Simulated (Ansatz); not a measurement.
**CH₅AlSi (SMILES C[SiH+][AlH]) (charge +1, doublet): density, localisation and related maps**

The calculation's input:

```
crystal:
  periodic: [false, false, false]
  atoms:
    - {symbol: C, position_ang: [-3.098326, -1.758087, -1.647301]}
    - {symbol: Al, position_ang: [-0.018875, -2.218963, 0.389718]}
    - {symbol: Si, position_ang: [-2.051319, -2.915175, -0.624539]}
    - {symbol: H, position_ang: [-3.804598, -1.221993, -0.989954]}
    - {symbol: H, position_ang: [-2.498001, -1.029863, -2.210535]}
    - {symbol: H, position_ang: [-3.688718, -2.360289, -2.358396]}
    - {symbol: H, position_ang: [-2.750871, -3.959159, 0.169542]}
    - {symbol: H, position_ang: [1.498031, -2.029145, 0.727493]}
basis:
  gaussian:
    orbitals: def2-TZVPD
total_charge: 1
magnetization:
  spin_polarized: true
  initial_magnetization: 1
hamiltonian:
  xc: pbe0
output: {forces: true, orbitals: {seedname: orbitals}}
```

Command:

```sh
ansatz run input.yaml --threads 1 --pin off --max-ram 2610MiB --events-out events.jsonl --progress --plain --runs-dir runs
```

Geometry: B3LYP-D3(BJ)/def2-SVP.

Computed with isolated molecule in a Gaussian basis; Kohn-Sham density functional theory, functional PBE0 (Ansatz 0.2.0).

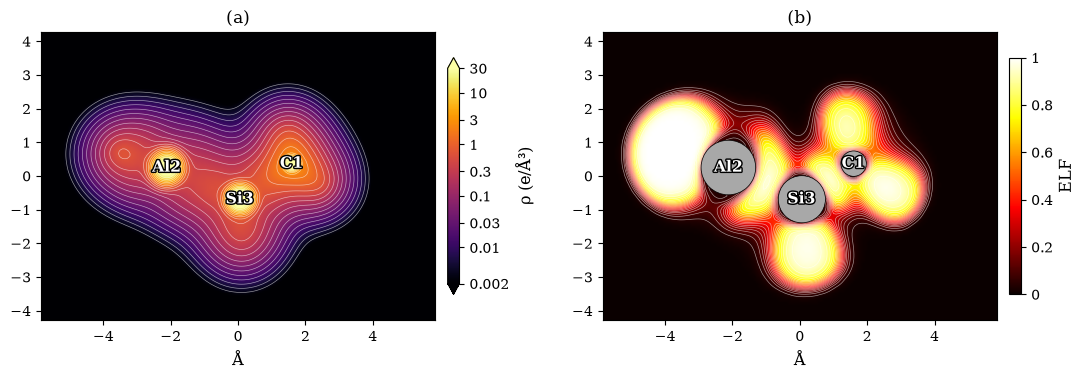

Figure 1. (a) total electron density; (b) ELF on the plane of atoms C1, Si3 and Al2. Grey discs cover the atomic cores in the ELF map.

> What does the map show?

The plane passes through C, Al and Si nuclei.
C–Si (1.87 Å): ρ at the midpoint is about 0.95 e/Å³; the ELF peaks at about 0.95 between the atoms: localised, covalent bonding.
Al–Si (2.38 Å): the density is about 0.51 e/Å³ at the midpoint; the ELF peaks at about 0.95 between the atoms (a shared electron pair).

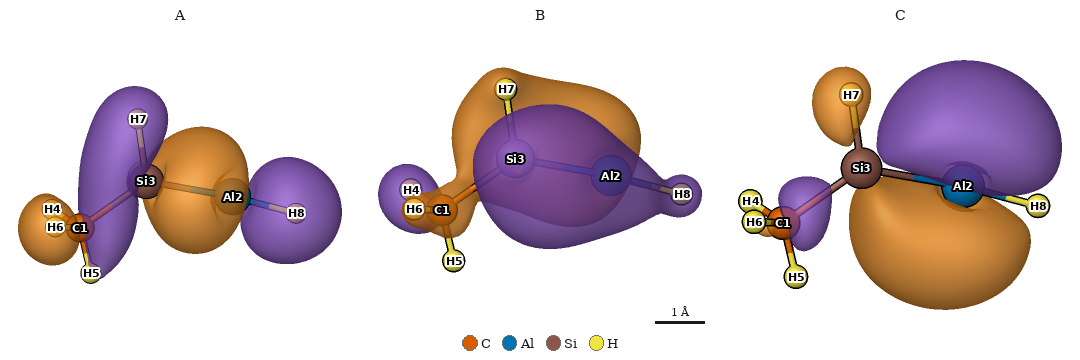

Figure 2. Three frontier orbitals at ±0.08 Å⁻³ᐟ² (orange and purple are the two phases), in no order.

> Order the three orbitals by energy and name them. All are α orbitals.

A is the HOMO−1 (α) (−13.76 eV). Its weight (Hirshfeld) is mainly on Si3 (about 30 %), Al2 (about 30 %), H8 (about 20 %) and C1 (about 10 %). B is the HOMO (α) (−11.14 eV). It lies mainly on Si3 (about 55 %) and Al2 (about 35 %). C is the LUMO (α) (−7.47 eV). By Hirshfeld shares it lies mainly on Al2 (about 75 %) and Si3 (about 15 %).

> What is the gap between the highest occupied and lowest empty α orbitals?

3.67 eV between the orbital energies.

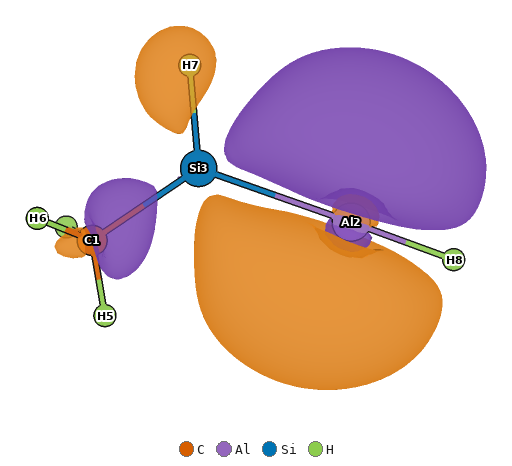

Figure 3. One frontier orbital at ±0.08 Å⁻³ᐟ² (orange and purple are the two phases), seen across its widest extent.

> Which orbital is it: HOMO (α) or LUMO (α)?

The LUMO (α), at −7.47 eV. Its weight (Hirshfeld) is mainly on Al2 (about 75 %) and Si3 (about 15 %).
